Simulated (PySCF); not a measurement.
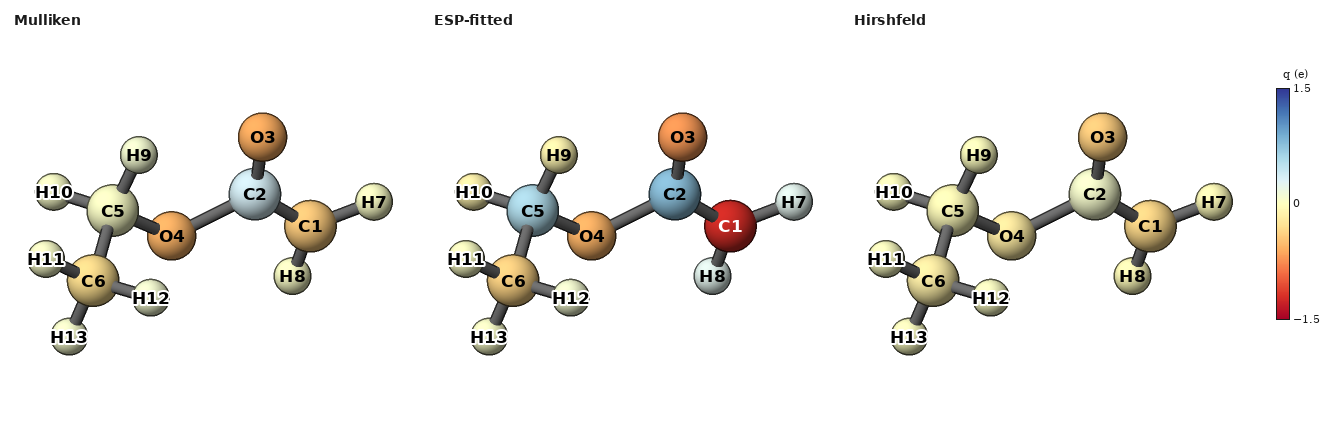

Atomic charges of one calculation by 3 schemes, on one colour scale. The species has charge −1 and is a spin singlet. The geometry was computed by an optimisation with GFN2-xTB. No frequency run is at hand to confirm it as a minimum. Computed with PBE0/pcSseg-1 (PySCF 2.14.0).

Which scheme gives the most polar picture (largest mean size of the charges)?

The ESP-fitted charges are the largest in size here, and the Hirshfeld charges the smallest.

On which atom do the schemes disagree most?

On C1 (from −1.21 to −0.33 e).

List the charges (e), one line for each set of equivalent atoms.

| atom | Mulliken | ESP-fitted | Hirshfeld |
| --- | --- | --- | --- |
| C1 | −0.42 | −1.21 | −0.33 |
| C2 | 0.36 | 0.77 | 0.08 |
| O3 | −0.60 | −0.68 | −0.41 |
| O4 | −0.56 | −0.56 | −0.18 |
| C5 | 0.04 | 0.57 | −0.03 |
| C6 | −0.30 | −0.37 | −0.14 |
| H7 | 0.04 | 0.25 | −0.03 |
| H8 | 0.04 | 0.25 | −0.03 |
| H9 | 0.10 | −0.08 | 0.00 |
| H10 | 0.05 | −0.11 | 0.00 |
| H11 | 0.06 | 0.02 | 0.02 |
| H12 | 0.10 | 0.10 | 0.03 |
| H13 | 0.08 | 0.06 | 0.02 |
